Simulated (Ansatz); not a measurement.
**TaNH3O2F: a changed input and its effect**

System: TaNH3O2F.
Method of run 1: RKS B3LYP-D4/def2-SVP (Ansatz 0.2.0).

Text and figures count atoms from 1; the logs count them from 0 in places.

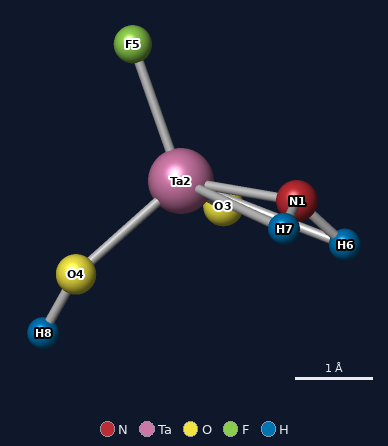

The structure as given in the input (ball-and-stick view, seen at a tilt; atoms are numbered from 1 in the order of the input). Sticks mark near contacts. Bond lengths as drawn: F–Ta 1.91 Å, H–N 0.92 Å, H–O 0.96 Å, H–Ta 2.42 Å, N–Ta 1.88 Å and O–Ta 1.73 to 1.91 Å.

### The input, run 1
```yaml
crystal:
  periodic: [false, false, false]
  atoms:
    - { symbol: "N", position_ang: [-0.646338, 1.181404, 0.591984] }
    - { symbol: Ta, position_ang: [0.029527, -0.449898, -0.056856] }
    - { symbol: O, position_ang: [0.115127, -1.456857, 1.346771] }
    - { symbol: O, position_ang: [-1.17214, -1.180371, -1.354674] }
    - { symbol: F, position_ang: [1.76239, -0.221063, -0.815984] }
    - { symbol: H, position_ang: [-1.152262, 1.122155, 1.355372] }
    - { symbol: H, position_ang: [-1.213116, 1.620202, 0.016067] }
    - { symbol: H, position_ang: [-1.765766, -1.937268, -1.41123] }
basis:
  gaussian: { orbitals: def2-SVP }
hamiltonian:
  xc: { name: B3LYP }
  dispersion: d4
output:
  forces: true
```

Command:
```bash
ansatz run input.yaml --threads 1 --pin off --max-ram 2560MiB --backend cpu --events-out ev --progress --plain --runs-dir out
```

Hardware: 1 thread of Arm Neoverse V1, 24 GiB of memory available, shared host.

### Output (run 1)
```
Engine: ansatz 0.2.0, aarch64-unknown-linux-gnu
Functional definition: B3LYP
  parameter a0 = 0.2
  parameter ax = 0.72
  parameter ac = 0.81
  exchange = (1 - a0 - ax)*slater_x + ax*b88_x + a0*exact_x
  correlation = (1 - ac)*vwn_rpa_c + ac*lyp_c
994 factors; integrals over basis functions are off by at most 1.2e-3 eV
mean field evaluation 1: about -9880.0126 eV, gradient 1.1e2 eV
mean field evaluation 2: about -9728.3720 eV, gradient 2.8e2 eV
mean field evaluation 4: about -9899.2130 eV, gradient 2.9e1 eV
mean field evaluation 8: about -9900.7249 eV, gradient 4.4e-1 eV
mean field evaluation 16: about -9900.8853 eV, gradient 7.9e-4 eV
mean field -9900.88525432 eV, -363.8508220352 hartree, gradient 5.4e-5 eV, S^2 0.000000; 0 other end points of the search recorded, 0 dependent functions left out
the calculation of the forces begins
reference -9900.88554940 eV, -363.8508328793 hartree; 24, 24 occupied and 79, 79 virtual orbitals, 994 factors
Total energy: -9901.14289716 eV, -363.8602902350 hartree
Atom 0 at    -0.646338     1.181404     0.591984 Å, force     4.384359    -0.246205    -0.309128 eV/Å
Atom 1 at     0.029527    -0.449898    -0.056856 Å, force     2.001201    -3.289882    -1.471236 eV/Å
Atom 2 at     0.115127    -1.456857     1.346771 Å, force    -0.104495    -0.039276     0.172573 eV/Å
Atom 3 at    -1.172140    -1.180371    -1.354674 Å, force    -0.182434     0.051592     0.020992 eV/Å
Atom 4 at     1.762390    -0.221063    -0.815984 Å, force     0.060805     0.104333    -0.002442 eV/Å
Atom 5 at    -1.152262     1.122155     1.355372 Å, force    -2.860255    -0.165790     5.947328 eV/Å
Atom 6 at    -1.213116     1.620202     0.016067 Å, force    -3.312884     3.598162    -4.343794 eV/Å
Atom 7 at    -1.765766    -1.937268    -1.411230 Å, force     0.013704    -0.012932    -0.014292 eV/Å
Dipole moment:    -0.800444     0.250869    -0.264112 e Å
```

The input of run 2 differs as follows (lines with − go, lines with + come):
```diff
-    - { symbol: Ta, position_ang: [0.029527, -0.449898, -0.056856] }
-    - { symbol: O, position_ang: [0.115127, -1.456857, 1.346771] }
-    - { symbol: O, position_ang: [-1.17214, -1.180371, -1.354674] }
-    - { symbol: F, position_ang: [1.76239, -0.221063, -0.815984] }
-    - { symbol: H, position_ang: [-1.152262, 1.122155, 1.355372] }
-    - { symbol: H, position_ang: [-1.213116, 1.620202, 0.016067] }
-    - { symbol: H, position_ang: [-1.765766, -1.937268, -1.41123] }
+    - { symbol: Ta, position_ang: [0.596864, -0.232236, -0.002621] }
+    - { symbol: O, position_ang: [0.819877, -1.21397, 1.403766] }
+    - { symbol: O, position_ang: [-0.195849, -1.238132, -1.424488] }
+    - { symbol: F, position_ang: [2.259962, 0.508917, -0.564987] }
+    - { symbol: H, position_ang: [-0.97754, 1.310622, 1.538126] }
+    - { symbol: H, position_ang: [-1.047451, 1.887622, -0.012582] }
+    - { symbol: H, position_ang: [-0.535236, -2.131851, -1.545181] }
```

How does run 2 compare with run 1?

On the same kind of shared host run 2 took about 130 times as long.

### Output (run 2)
```
Engine: ansatz 0.2.0, aarch64-unknown-linux-gnu
Functional definition: B3LYP
  parameter a0 = 0.2
  parameter ax = 0.72
  parameter ac = 0.81
  exchange = (1 - a0 - ax)*slater_x + ax*b88_x + a0*exact_x
  correlation = (1 - ac)*vwn_rpa_c + ac*lyp_c
997 factors; integrals over basis functions are off by at most 1.1e-3 eV
mean field evaluation 1: about -9881.4526 eV, gradient 1.0e2 eV
mean field evaluation 2: about -9720.1015 eV, gradient 2.8e2 eV
mean field evaluation 4: about -9900.0608 eV, gradient 3.1e1 eV
mean field evaluation 8: about -9901.7718 eV, gradient 4.4e-1 eV
mean field evaluation 16: about -9901.9177 eV, gradient 7.6e-4 eV
mean field -9901.91769001 eV, -363.8887633471 hartree, gradient 6.2e-5 eV, S^2 0.000000; 0 other end points of the search recorded, 0 dependent functions left out
the calculation of the forces begins
reference -9901.91798760 eV, -363.8887742834 hartree; 24, 24 occupied and 79, 79 virtual orbitals, 997 factors
Total energy: -9902.16849972 eV, -363.8979804337 hartree
Atom 0 at    -0.646338     1.181404     0.591984 Å, force     0.144187    -0.095141    -0.042183 eV/Å
Atom 1 at     0.596864    -0.232236    -0.002621 Å, force     0.114627    -0.140690    -0.059403 eV/Å
Atom 2 at     0.819877    -1.213970     1.403766 Å, force    -0.000480    -0.000227     0.012394 eV/Å
Atom 3 at    -0.195849    -1.238132    -1.424488 Å, force    -0.008933    -0.002680    -0.009733 eV/Å
Atom 4 at     2.259962     0.508917    -0.564987 Å, force     0.004474     0.004927    -0.001356 eV/Å
Atom 5 at    -0.977540     1.310622     1.538126 Å, force    -0.116935     0.024120     0.299276 eV/Å
Atom 6 at    -1.047451     1.887622    -0.012582 Å, force    -0.136782     0.208214    -0.198975 eV/Å
Atom 7 at    -0.535236    -2.131851    -1.545181 Å, force    -0.000159     0.001477    -0.000018 eV/Å
Dipole moment:    -0.638758     0.193960    -0.282525 e Å
```

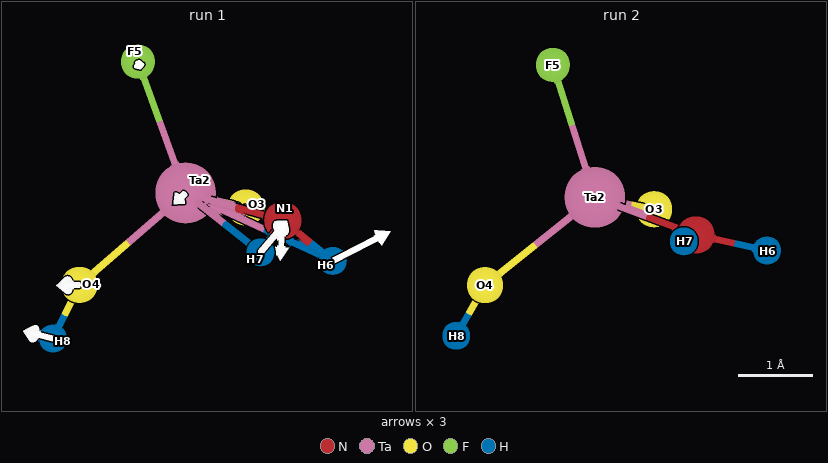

The two input geometries at one scale (ball-and-stick view, seen at a tilt). The white arrows on the first give the shifts of the atoms after the best rigid fit, magnified 3 times. The largest move after the best rigid fit is that of H6, 0.31 Å. By element the largest moves are H 0.31 Å, N 0.20 Å, O 0.15 Å, Ta 0.10 Å, F 0.06 Å. Among the contacts that change: Ta2–H6 2.421 → 2.689 Å, Ta2–H7 2.416 → 2.683 Å, N1–Ta2 1.881 → 1.974 Å, N1–H6 0.918 → 1.011 Å.

### The two runs side by side

```csv
quantity,run 1,run 2
outcome,converged,converged
total energy (hartree),−363.860290,–
largest force (eV/Å),6.601,–
basis functions,103,–
wall time (shared host),5.5 s,12 min
```
